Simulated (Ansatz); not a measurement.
# Fields on a plane of CdF2 (fluorite)

```yaml
crystal:
  lattice:
    - [0.00000, 2.69422, 2.69422]
    - [2.69422, 0.00000, 2.69422]
    - [2.69422, 2.69422, 0.00000]
  atoms:
    - { symbol: Cd, position: [0.00000, 0.00000, 0.00000] }
    - { symbol: F, position: [0.25000, 0.25000, 0.25000] }
    - { symbol: F, position: [0.75000, 0.75000, 0.75000] }
```

The slice is a {100} plane (indices of the conventional cell) through the point (0.000, 0.000, 0.000) (fractional), spanned by u = [100] and v = [0 1 -1] in vectors of this cell: u (3.81 Å) and v (3.81 Å, at 90° to u). It covers one period; positions are fractions (u, v).

Atoms on it: Cd at (0.00, 0.00).

All values below come from r2SCAN (plane waves to 500 eV, PAW, scalar-relativistic; Ansatz, a first-principles code). k mesh 11×11×11. Near the nuclei the fields are pseudised (PAW); where an atom keeps semicore shells as valence, they peak there. CdF2 was relaxed with its symmetry unable to fall.

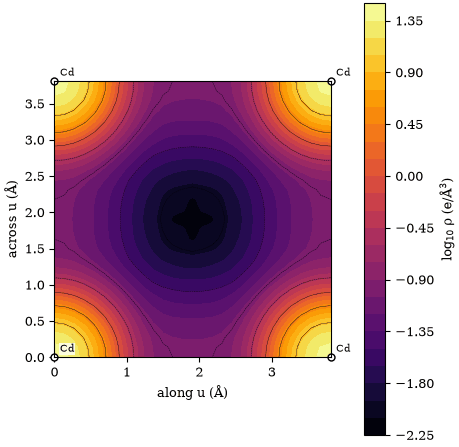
Fig. 1. Log₁₀ of the valence density in e/Å³, one period of the plane, atoms marked. The scale is logarithmic, as a density can span decades between atoms and voids.

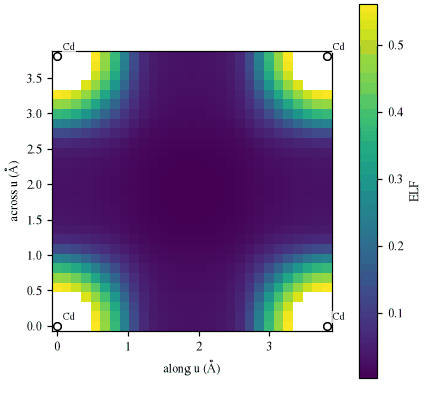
Figure: Electron localisation function (ELF), one period of the plane, atoms marked. Points within 0.5 Å of a nucleus are left white, as the pseudised field means little there.
